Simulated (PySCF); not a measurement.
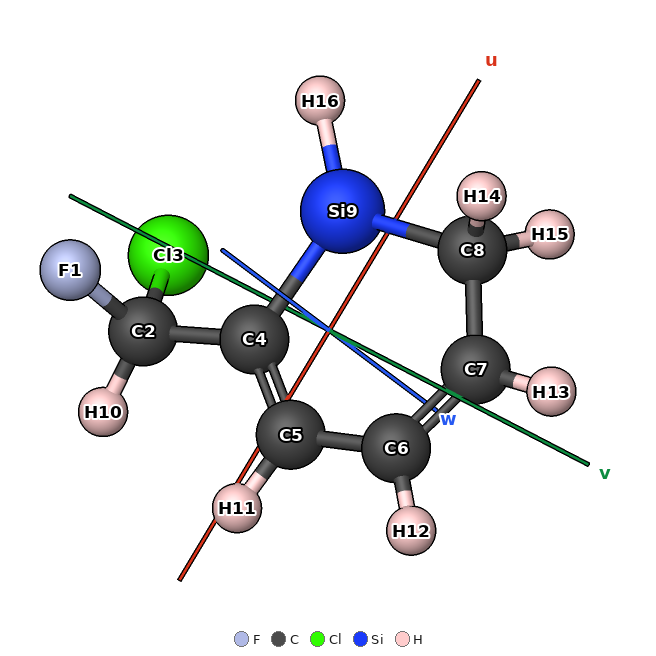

The lines u, v and w are the principal axes of the static dipole polarisability. The species has charge +1 and is a spin singlet. Computed geometry: GFN2-xTB optimisation. No frequency run is at hand to confirm it as a minimum. Computed with PBE0/def2-SVPD (PySCF 2.14.0).

Question: Along which axis is the molecule most polarisable, and along which least?

Answer: Most along v (close to the long direction Cl3···C7), least along w.

Question: Give the three principal values.

Answer: u 108.7, v 138.9, w 70.0 bohr³; mean 105.9, anisotropy 59.8 bohr³.

The geometry is semi-empirical. Around Si such bond lengths and angles can be off by a tenth of an ångström or more and by several degrees, and values that hang on the shape move with them.
